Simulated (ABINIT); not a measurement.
# SiPbS3 (Pm-3m): zone-centre phonons, part 3 of 3

Aim: the zone-centre modes of SiPbS3 (Pm-3m).

ABINIT 10.8.3; DFT LDA, scalar-relativistic, plane waves, HGH norm-conserving pseudopotentials.

So far. Step 5 (Ground state): The cell stands at -0.63 GPa: the relaxation ran with a smoothed and higher cutoff, and the difference is a stress of the finite basis. Step 6 (Zone-centre response): The acoustic modes at Γ come out as far as 3.4 cm⁻¹ from zero, where they should vanish, a small numerical error. The lowest optical mode is imaginary, 151i cm⁻¹, an instability at this level and on this k mesh. The relaxed cell has a = 4.539 Å (conventional setting).

The structure was built from a prototype and need not be the compound's stable phase.

## Step 7: Zone-centre analysis

anaddb reads the merged derivatives and imposes the acoustic sum rule.

File anaddb.abi:

```
ddb_filepath "gamma_DDB"
output_file "anaddb.abo"
outdata_prefix "anaddb"
asr 1
chneut 1
enunit 2
eivec 1
nph1l 1
qph1l 0.0 0.0 0.0 1.0
```

File mrgddb.in:

```
gamma_DDB
merged
2
dfpt_gammao_DDB
gso_DDB
```

On the command line:

```console
mrgddb < mrgddb.in > mrgddb.log
OMP_NUM_THREADS=1 anaddb anaddb.abi > anaddb.log
```

anaddb.abo, the main output file:

```text
-outvars_anaddb: echo values of input variables ----------------------

 Miscellaneous information :
      enunit         2
       eivec         1
         asr         1
 First list of wavevector (reduced coord.) :
       nph1l         1
       qph1l
                     0.00000000E+00  0.00000000E+00  0.00000000E+00    1.000E+00

================================================================================

 read the DDB information and perform some checks

  ==== Info on the Cryst% object ====
 Real(R)+Recip(G) space primitive vectors, cartesian coordinates (Bohr,Bohr^-1):
 R(1)=  8.5779843  0.0000000  0.0000000  G(1)=  0.1165775  0.0000000  0.0000000
 R(2)=  0.0000000  8.5779843  0.0000000  G(2)=  0.0000000  0.1165775  0.0000000
 R(3)=  0.0000000  0.0000000  8.5779843  G(3)=  0.0000000  0.0000000  0.1165775
 Unit cell volume ucvol=  6.3118366E+02 bohr^3
 Angles (23,13,12)=  9.00000000E+01  9.00000000E+01  9.00000000E+01 degrees
 Time-reversal symmetry is present
 Reduced atomic positions [iatom, xred, symbol]:
    1)    0.0000000  0.0000000  0.0000000  Pb
    2)    0.5000000  0.5000000  0.5000000  Si
    3)    0.5000000  0.5000000  0.0000000   S
    4)    0.5000000  0.0000000  0.5000000   S
    5)    0.0000000  0.5000000  0.5000000   S

 DDB file with 3 blocks has been read.

================================================================================

 Treat the first list of vectors

  Phonon wavevector (reduced coordinates) :  0.00000  0.00000  0.00000
 Phonon energies in Hartree :
  -6.880823E-04 -6.880823E-04 -6.880823E-04 -4.903102E-04 -4.903102E-04
  -4.903102E-04 -1.430340E-04 -1.430340E-04 -1.430340E-04  0.000000E+00
   0.000000E+00  0.000000E+00  1.450737E-03  1.450737E-03  1.450737E-03
 Phonon energies in meV     :
- -1.872367E+01 -1.872367E+01 -1.872367E+01 -1.334202E+01 -1.334202E+01
- -1.334202E+01 -3.892153E+00 -3.892153E+00 -3.892153E+00  0.000000E+00
-  0.000000E+00  0.000000E+00  3.947656E+01  3.947656E+01  3.947656E+01
 Phonon frequencies in cm-1    :
- -1.510166E+02 -1.510166E+02 -1.510166E+02 -1.076107E+02 -1.076107E+02
- -1.076107E+02 -3.139233E+01 -3.139233E+01 -3.139233E+01  0.000000E+00
-  0.000000E+00  0.000000E+00  3.183999E+02  3.183999E+02  3.183999E+02
 Phonon frequencies in Thz     :
- -4.527364E+00 -4.527364E+00 -4.527364E+00 -3.226086E+00 -3.226086E+00
- -3.226086E+00 -9.411184E-01 -9.411184E-01 -9.411184E-01  0.000000E+00
-  0.000000E+00  0.000000E+00  9.545389E+00  9.545389E+00  9.545389E+00
 Phonon energies in Kelvin  :
- -2.172792E+02 -2.172792E+02 -2.172792E+02 -1.548277E+02 -1.548277E+02
- -1.548277E+02 -4.516656E+01 -4.516656E+01 -4.516656E+01  0.000000E+00
-  0.000000E+00  0.000000E+00  4.581064E+02  4.581064E+02  4.581064E+02

 Eigendisplacements
 (will be given, for each mode : in cartesian coordinates
   for each atom the real part of the displacement vector,
   then the imaginary part of the displacement vector - absolute values smaller than 1.0d-7 are set to zero)
  Mode number    1   Energy   -6.880823E-04
 Attention : low frequency mode.
   (Could be unstable or acoustic mode)
-  1  0.00000000E+00  0.00000000E+00 -4.79820378E-04
-     0.00000000E+00  0.00000000E+00  0.00000000E+00
-  2  0.00000000E+00  0.00000000E+00 -2.06886535E-03
-     0.00000000E+00  0.00000000E+00  0.00000000E+00
-  3  0.00000000E+00  0.00000000E+00  4.01805072E-05
-     0.00000000E+00  0.00000000E+00  0.00000000E+00
-  4  0.00000000E+00  0.00000000E+00  2.43615321E-03
-     0.00000000E+00  0.00000000E+00  0.00000000E+00
-  5  0.00000000E+00  0.00000000E+00  2.43615321E-03
-     0.00000000E+00  0.00000000E+00  0.00000000E+00
  Mode number    2   Energy   -6.880823E-04
 Attention : low frequency mode.
   (Could be unstable or acoustic mode)
-  1  0.00000000E+00 -4.79820378E-04  0.00000000E+00
-     0.00000000E+00  0.00000000E+00  0.00000000E+00
-  2  0.00000000E+00 -2.06886535E-03  0.00000000E+00
-     0.00000000E+00  0.00000000E+00  0.00000000E+00
-  3  0.00000000E+00  2.43615321E-03  0.00000000E+00
-     0.00000000E+00  0.00000000E+00  0.00000000E+00
-  4  0.00000000E+00  4.01805072E-05  0.00000000E+00
-     0.00000000E+00  0.00000000E+00  0.00000000E+00
-  5  0.00000000E+00  2.43615321E-03  0.00000000E+00
-     0.00000000E+00  0.00000000E+00  0.00000000E+00
  Mode number    3   Energy   -6.880823E-04
 Attention : low frequency mode.
   (Could be unstable or acoustic mode)
-  1  4.79820378E-04  0.00000000E+00  0.00000000E+00
-     0.00000000E+00  0.00000000E+00  0.00000000E+00
-  2  2.06886535E-03  0.00000000E+00  0.00000000E+00
-     0.00000000E+00  0.00000000E+00  0.00000000E+00
-  3 -2.43615321E-03  0.00000000E+00  0.00000000E+00
-     0.00000000E+00  0.00000000E+00  0.00000000E+00
-  4 -2.43615321E-03  0.00000000E+00  0.00000000E+00
-     0.00000000E+00  0.00000000E+00  0.00000000E+00
-  5 -4.01805072E-05  0.00000000E+00  0.00000000E+00
-     0.00000000E+00  0.00000000E+00  0.00000000E+00
  Mode number    4   Energy   -4.903102E-04
 Attention : low frequency mode.
   (Could be unstable or acoustic mode)
-  1  0.00000000E+00  0.00000000E+00  0.00000000E+00
-     0.00000000E+00  0.00000000E+00  0.00000000E+00
-  2  0.00000000E+00  0.00000000E+00  0.00000000E+00
-     0.00000000E+00  0.00000000E+00  0.00000000E+00
-  3  0.00000000E+00  0.00000000E+00  0.00000000E+00
-     0.00000000E+00  0.00000000E+00  0.00000000E+00
-  4  0.00000000E+00  0.00000000E+00 -2.92470830E-03
-     0.00000000E+00  0.00000000E+00  0.00000000E+00
-  5  0.00000000E+00  0.00000000E+00  2.92470830E-03
-     0.00000000E+00  0.00000000E+00  0.00000000E+00
  Mode number    5   Energy   -4.903102E-04
 Attention : low frequency mode.
   (Could be unstable or acoustic mode)
-  1  0.00000000E+00  0.00000000E+00  0.00000000E+00
-     0.00000000E+00  0.00000000E+00  0.00000000E+00
-  2  0.00000000E+00  0.00000000E+00  0.00000000E+00
-     0.00000000E+00  0.00000000E+00  0.00000000E+00
-  3  0.00000000E+00  2.92470830E-03  0.00000000E+00
-     0.00000000E+00  0.00000000E+00  0.00000000E+00
-  4  0.00000000E+00  0.00000000E+00  0.00000000E+00
-     0.00000000E+00  0.00000000E+00  0.00000000E+00
-  5  0.00000000E+00 -2.92470830E-03  0.00000000E+00
-     0.00000000E+00  0.00000000E+00  0.00000000E+00
  Mode number    6   Energy   -4.903102E-04
 Attention : low frequency mode.
   (Could be unstable or acoustic mode)
-  1  0.00000000E+00  0.00000000E+00  0.00000000E+00
-     0.00000000E+00  0.00000000E+00  0.00000000E+00
-  2  0.00000000E+00  0.00000000E+00  0.00000000E+00
-     0.00000000E+00  0.00000000E+00  0.00000000E+00
-  3  2.92470830E-03  0.00000000E+00  0.00000000E+00
-     0.00000000E+00  0.00000000E+00  0.00000000E+00
-  4 -2.92470830E-03  0.00000000E+00  0.00000000E+00
-     0.00000000E+00  0.00000000E+00  0.00000000E+00
-  5  0.00000000E+00  0.00000000E+00  0.00000000E+00
-     0.00000000E+00  0.00000000E+00  0.00000000E+00
  Mode number    7   Energy   -1.430340E-04
 Attention : low frequency mode.
   (Could be unstable or acoustic mode)
-  1  0.00000000E+00  0.00000000E+00  8.72510851E-04
-     0.00000000E+00  0.00000000E+00  0.00000000E+00
-  2  0.00000000E+00  0.00000000E+00 -3.11166569E-03
-     0.00000000E+00  0.00000000E+00  0.00000000E+00
-  3  0.00000000E+00  0.00000000E+00 -1.73705983E-03
-     0.00000000E+00  0.00000000E+00  0.00000000E+00
-  4  0.00000000E+00  0.00000000E+00 -5.87713610E-04
-     0.00000000E+00  0.00000000E+00  0.00000000E+00
-  5  0.00000000E+00  0.00000000E+00 -5.87713610E-04
-     0.00000000E+00  0.00000000E+00  0.00000000E+00
  Mode number    8   Energy   -1.430340E-04
 Attention : low frequency mode.
   (Could be unstable or acoustic mode)
-  1  0.00000000E+00  8.72510851E-04  0.00000000E+00
-     0.00000000E+00  0.00000000E+00  0.00000000E+00
-  2  0.00000000E+00 -3.11166569E-03  0.00000000E+00
-     0.00000000E+00  0.00000000E+00  0.00000000E+00
-  3  0.00000000E+00 -5.87713610E-04  0.00000000E+00
-     0.00000000E+00  0.00000000E+00  0.00000000E+00
-  4  0.00000000E+00 -1.73705983E-03  0.00000000E+00
-     0.00000000E+00  0.00000000E+00  0.00000000E+00
-  5  0.00000000E+00 -5.87713610E-04  0.00000000E+00
-     0.00000000E+00  0.00000000E+00  0.00000000E+00
  Mode number    9   Energy   -1.430340E-04
 Attention : low frequency mode.
   (Could be unstable or acoustic mode)
-  1  8.72510851E-04  0.00000000E+00  0.00000000E+00
-     0.00000000E+00  0.00000000E+00  0.00000000E+00
-  2 -3.11166569E-03  0.00000000E+00  0.00000000E+00
-     0.00000000E+00  0.00000000E+00  0.00000000E+00
-  3 -5.87713611E-04  0.00000000E+00  0.00000000E+00
-     0.00000000E+00  0.00000000E+00  0.00000000E+00
-  4 -5.87713611E-04  0.00000000E+00  0.00000000E+00
-     0.00000000E+00  0.00000000E+00  0.00000000E+00
-  5 -1.73705983E-03  0.00000000E+00  0.00000000E+00
-     0.00000000E+00  0.00000000E+00  0.00000000E+00
  Mode number   10   Energy    0.000000E+00
 Attention : low frequency mode.
   (Could be unstable or acoustic mode)
-  1  0.00000000E+00  0.00000000E+00  1.28643879E-03
-     0.00000000E+00  0.00000000E+00  0.00000000E+00
-  2  0.00000000E+00  0.00000000E+00  1.28643595E-03
-     0.00000000E+00  0.00000000E+00  0.00000000E+00
-  3  0.00000000E+00  0.00000000E+00  1.28643769E-03
-     0.00000000E+00  0.00000000E+00  0.00000000E+00
-  4  0.00000000E+00  0.00000000E+00  1.28643852E-03
-     0.00000000E+00  0.00000000E+00  0.00000000E+00
-  5  0.00000000E+00  0.00000000E+00  1.28643852E-03
-     0.00000000E+00  0.00000000E+00  0.00000000E+00
  Mode number   11   Energy    0.000000E+00
 Attention : low frequency mode.
   (Could be unstable or acoustic mode)
-  1  0.00000000E+00  1.28643879E-03  0.00000000E+00
-     0.00000000E+00  0.00000000E+00  0.00000000E+00
-  2  0.00000000E+00  1.28643595E-03  0.00000000E+00
-     0.00000000E+00  0.00000000E+00  0.00000000E+00
-  3  0.00000000E+00  1.28643852E-03  0.00000000E+00
-     0.00000000E+00  0.00000000E+00  0.00000000E+00
-  4  0.00000000E+00  1.28643769E-03  0.00000000E+00
-     0.00000000E+00  0.00000000E+00  0.00000000E+00
-  5  0.00000000E+00  1.28643852E-03  0.00000000E+00
-     0.00000000E+00  0.00000000E+00  0.00000000E+00
  Mode number   12   Energy    0.000000E+00
 Attention : low frequency mode.
   (Could be unstable or acoustic mode)
-  1  1.28643879E-03  0.00000000E+00  0.00000000E+00
-     0.00000000E+00  0.00000000E+00  0.00000000E+00
-  2  1.28643595E-03  0.00000000E+00  0.00000000E+00
-     0.00000000E+00  0.00000000E+00  0.00000000E+00
-  3  1.28643852E-03  0.00000000E+00  0.00000000E+00
-     0.00000000E+00  0.00000000E+00  0.00000000E+00
-  4  1.28643852E-03  0.00000000E+00  0.00000000E+00
-     0.00000000E+00  0.00000000E+00  0.00000000E+00
-  5  1.28643769E-03  0.00000000E+00  0.00000000E+00
-     0.00000000E+00  0.00000000E+00  0.00000000E+00
  Mode number   13   Energy    1.450737E-03
-  1  0.00000000E+00  0.00000000E+00  3.40426375E-05
-     0.00000000E+00  0.00000000E+00  0.00000000E+00
-  2  0.00000000E+00  0.00000000E+00  1.97861343E-03
-     0.00000000E+00  0.00000000E+00  0.00000000E+00
-  3  0.00000000E+00  0.00000000E+00 -3.52617697E-03
-     0.00000000E+00  0.00000000E+00  0.00000000E+00
-  4  0.00000000E+00  0.00000000E+00  7.86603338E-04
-     0.00000000E+00  0.00000000E+00  0.00000000E+00
-  5  0.00000000E+00  0.00000000E+00  7.86603338E-04
-     0.00000000E+00  0.00000000E+00  0.00000000E+00
  Mode number   14   Energy    1.450737E-03
-  1  0.00000000E+00  3.40426375E-05  0.00000000E+00
-     0.00000000E+00  0.00000000E+00  0.00000000E+00
-  2  0.00000000E+00  1.97861343E-03  0.00000000E+00
-     0.00000000E+00  0.00000000E+00  0.00000000E+00
-  3  0.00000000E+00  7.86603338E-04  0.00000000E+00
-     0.00000000E+00  0.00000000E+00  0.00000000E+00
-  4  0.00000000E+00 -3.52617697E-03  0.00000000E+00
-     0.00000000E+00  0.00000000E+00  0.00000000E+00
-  5  0.00000000E+00  7.86603338E-04  0.00000000E+00
-     0.00000000E+00  0.00000000E+00  0.00000000E+00
  Mode number   15   Energy    1.450737E-03
-  1  3.40426375E-05  0.00000000E+00  0.00000000E+00
-     0.00000000E+00  0.00000000E+00  0.00000000E+00
-  2  1.97861343E-03  0.00000000E+00  0.00000000E+00
-     0.00000000E+00  0.00000000E+00  0.00000000E+00
-  3  7.86603338E-04  0.00000000E+00  0.00000000E+00
-     0.00000000E+00  0.00000000E+00  0.00000000E+00
-  4  7.86603338E-04  0.00000000E+00  0.00000000E+00
-     0.00000000E+00  0.00000000E+00  0.00000000E+00
-  5 -3.52617697E-03  0.00000000E+00  0.00000000E+00
-     0.00000000E+00  0.00000000E+00  0.00000000E+00

 Analysis of degeneracies and characters (maximum tolerance=1.00E-06 a.u.)
 For each vibration mode, or group of modes if degenerate,
 the characters are given for each symmetry operation (see the list in the log file).
 Symmetry characters of vibration mode #   1
       degenerate with vibration modes #   2 to    3
  3.0 -3.0 -1.0  1.0 -1.0  1.0 -1.0  1.0  1.0 -1.0 -1.0  1.0  1.0 -1.0 -1.0  1.0
  0.0 -0.0 -0.0  0.0  0.0 -0.0 -0.0  0.0  1.0 -1.0 -1.0  1.0 -1.0  1.0  1.0 -1.0
  0.0 -0.0  0.0 -0.0 -0.0  0.0 -0.0  0.0  1.0 -1.0  1.0 -1.0 -1.0  1.0 -1.0  1.0
 Symmetry characters of vibration mode #   4
       degenerate with vibration modes #   5 to    6
  3.0 -3.0 -1.0  1.0 -1.0  1.0 -1.0  1.0 -1.0  1.0  1.0 -1.0 -1.0  1.0  1.0 -1.0
  0.0 -0.0  0.0 -0.0 -0.0  0.0 -0.0  0.0 -1.0  1.0  1.0 -1.0  1.0 -1.0 -1.0  1.0
  0.0 -0.0 -0.0  0.0 -0.0  0.0  0.0 -0.0 -1.0  1.0 -1.0  1.0  1.0 -1.0  1.0 -1.0
 Symmetry characters of vibration mode #   7
       degenerate with vibration modes #   8 to    9
  3.0 -3.0 -1.0  1.0 -1.0  1.0 -1.0  1.0  1.0 -1.0 -1.0  1.0  1.0 -1.0 -1.0  1.0
  0.0 -0.0  0.0 -0.0  0.0 -0.0 -0.0  0.0  1.0 -1.0 -1.0  1.0 -1.0  1.0  1.0 -1.0
  0.0 -0.0  0.0 -0.0 -0.0  0.0  0.0 -0.0  1.0 -1.0  1.0 -1.0 -1.0  1.0 -1.0  1.0
 Symmetry characters of vibration mode #  10
       degenerate with vibration modes #  11 to   12
  3.0 -3.0 -1.0  1.0 -1.0  1.0 -1.0  1.0  1.0 -1.0 -1.0  1.0  1.0 -1.0 -1.0  1.0
  0.0 -0.0  0.0 -0.0 -0.0  0.0 -0.0  0.0  1.0 -1.0 -1.0  1.0 -1.0  1.0  1.0 -1.0
  0.0 -0.0 -0.0  0.0 -0.0  0.0  0.0 -0.0  1.0 -1.0  1.0 -1.0 -1.0  1.0 -1.0  1.0
 Symmetry characters of vibration mode #  13
       degenerate with vibration modes #  14 to   15
  3.0 -3.0 -1.0  1.0 -1.0  1.0 -1.0  1.0  1.0 -1.0 -1.0  1.0  1.0 -1.0 -1.0  1.0
 -0.0  0.0  0.0 -0.0  0.0 -0.0  0.0 -0.0  1.0 -1.0 -1.0  1.0 -1.0  1.0  1.0 -1.0
 -0.0  0.0  0.0 -0.0  0.0 -0.0  0.0 -0.0  1.0 -1.0  1.0 -1.0 -1.0  1.0 -1.0  1.0
-
```

It took 0.54 s on 1 thread of Arm Neoverse N1, shared host.

Numbers from this step:

```yaml
lowest_optical_zone_centre_mode: -151.0 cm⁻¹
```

No LO-TO term; unit eigenvectors of the mass-weighted matrix, from anaddb's displacements. The modes at Γ (shares of kinetic energy by element, %) (negative means imaginary):

```csv
mode,frequency (cm⁻¹),symmetry,Pb %,Si %,S %
1,-151.0,T1u,9,22,69
2,-151.0,T1u,9,22,69
3,-151.0,T1u,9,22,69
4,-107.6,T2u,0,0,100
5,-107.6,T2u,0,0,100
6,-107.6,T2u,0,0,100
7,-31.4,T1u,29,50,22
8,-31.4,T1u,29,50,22
9,-31.4,T1u,29,50,22
10,0.0,acoustic,63,8,29
11,0.0,acoustic,63,8,29
12,0.0,acoustic,63,8,29
13,318.4,T1u,0,20,80
14,318.4,T1u,0,20,80
15,318.4,T1u,0,20,80
```

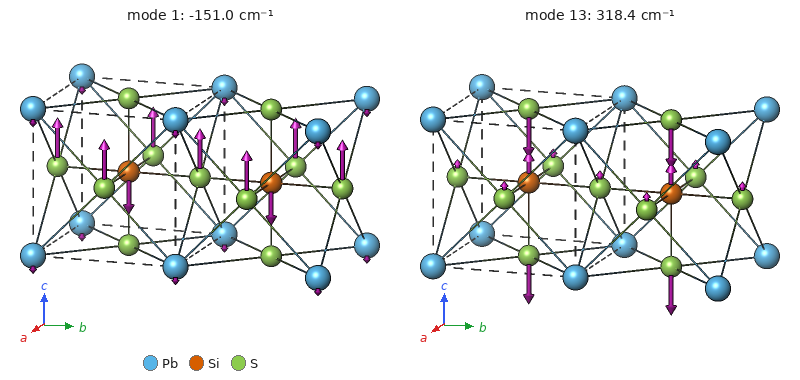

Displacement patterns of modes 1 and 13 at Γ; arrows are exaggerated. 1×2×1 cells are drawn. Some periodic images of atoms are drawn too.

The rule moves no optical mode by more than 0.3 cm⁻¹.

## Step 8: What came out

```yaml
space_group_after_relaxation: Pm-3m
volume_per_atom: 18.7 Å³
highest_optical_zone_centre_mode_no_lo_to_term: 318.4 cm⁻¹
lowest_optical_zone_centre_mode: -151.0 cm⁻¹
imaginary_optical_modes_at_the_zone_centre_no_q_mesh_in_this_session: yes
```

In words: At the LDA level the optical modes of SiPbS3 (Pm-3m) at the zone centre run from 151i to 318 cm⁻¹, so the structure is a saddle point, with 9 modes beyond 10i cm⁻¹ there. The base run prints -0.63 GPa, mostly the error of a finite basis; the relaxation, with a smoothed and higher cutoff, had brought the cell to rest. These are harmonic frequencies at zero temperature: anharmonic shifts and linewidths and thermal expansion are left out. Spin-orbit coupling is left out, which can matter for the heavy elements here. The HGH files keep few electrons and have no core correction, which is cheap but rough for Pb. In a metal the frequencies hang on the k mesh and the smearing, most of all near Kohn anomalies. The structure is a hypothetical one, built on a prototype.

[Host names and launcher messages were left out of these logs when they were recorded.]

[Logs are printed without paths, hosts, clocks, repeated set-up lines and the standing remarks that a program may print on its own settings, such as how far it seeks lower states.]

[Hosts, paths, dates, database ids (printed as entryN), source tags and the programs' standing remarks are cut or masked in the printed files.]
